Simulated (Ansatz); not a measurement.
# BH3···HCl: what the fields show

```xyz
6

B    -0.0048    0.2488   -0.0078
H    -0.0035    0.4126    1.1856
H     1.0517    0.2402   -0.6008
H    -1.0650    0.1727   -0.5896
Cl    0.0921   -2.6064    1.0697
H     0.0584   -1.3916    1.6326
```

Not at a stationary point (largest force 1.0 eV/Å).

Method: RKS PBE-D4/def2-SVP (Ansatz 0.2.0).

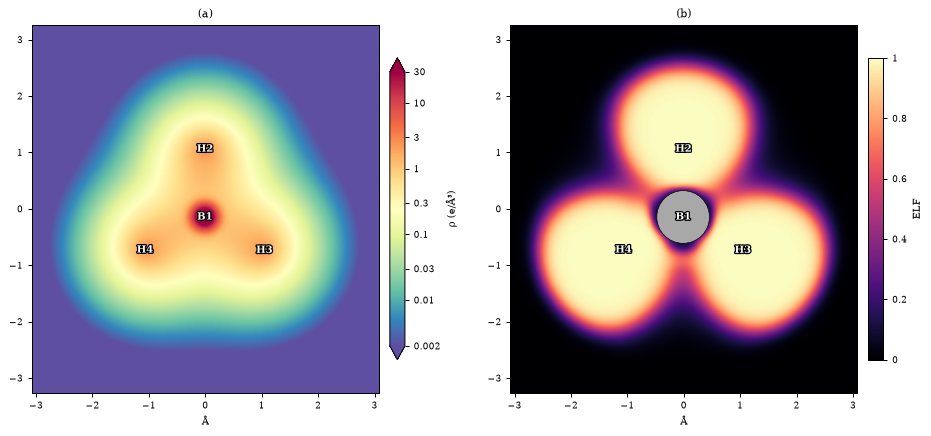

Figure 1. (a) electron density; (b) electron localisation function on the plane of atoms H2, B1 and H4. Grey discs cover the atomic cores in the ELF map.

Q: What does the map show?

A: The plane passes through B and H nuclei.
B–H (1.20 Å): the density is about 1.2 e/Å³ at the midpoint; the ELF climbs to about 1 towards the hydrogen, as it does in any bond to H (a covalent bond by its length).

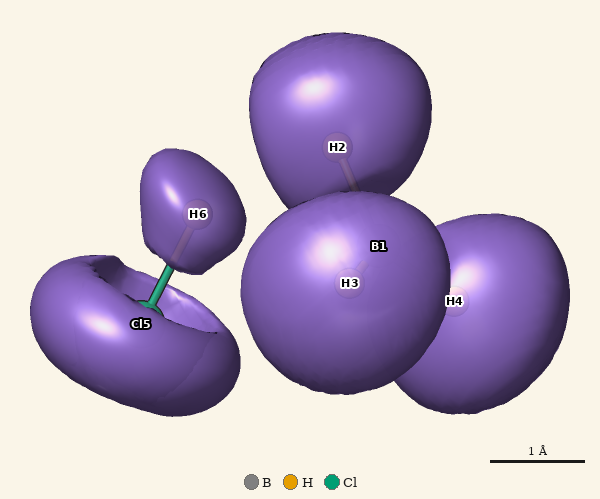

Figure 2. Isosurface of the electron localisation function at 0.85 (purple), seen at a tilt. Only the valence region is drawn (cores and ρ < 0.01 e/Å³ removed).

Q: Where are the electrons localised?

A: At this value the surface marks out four regions around hydrogen nuclei and one region wrapped around Cl (its lone pairs, merged into a ring or cap). Along the contacts the grid gives the following. B1···H6 (2.32 Å): the ELF dips to about 0.10 between them.

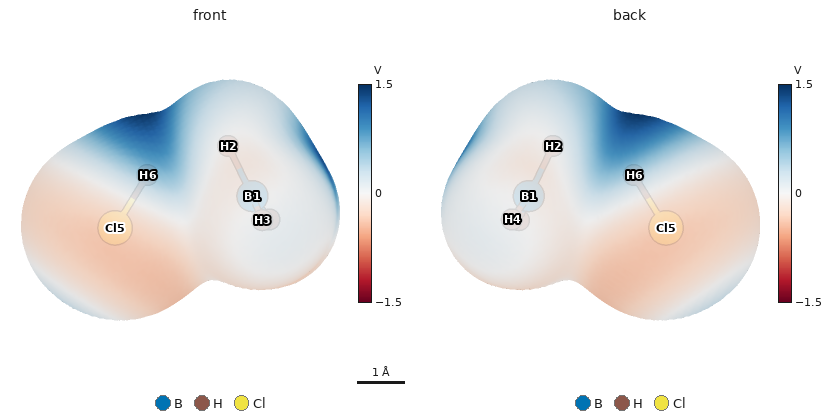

Figure 3. The molecular electrostatic potential painted on the density surface at 0.001 e/bohr³, seen from the front and from behind; red is negative and blue positive.

Q: Which sites attract a positive test charge, and which a negative one?

A: A positive charge is drawn to the negative regions and a negative charge to the positive ones. The most negative region (about −0.4 V) lies over Cl5, the most positive (about +1.4 V) over H6. Cl5 shows a σ-hole: about +0.3 V at the tip opposite its bond, against about −0.3 V on its flanks.
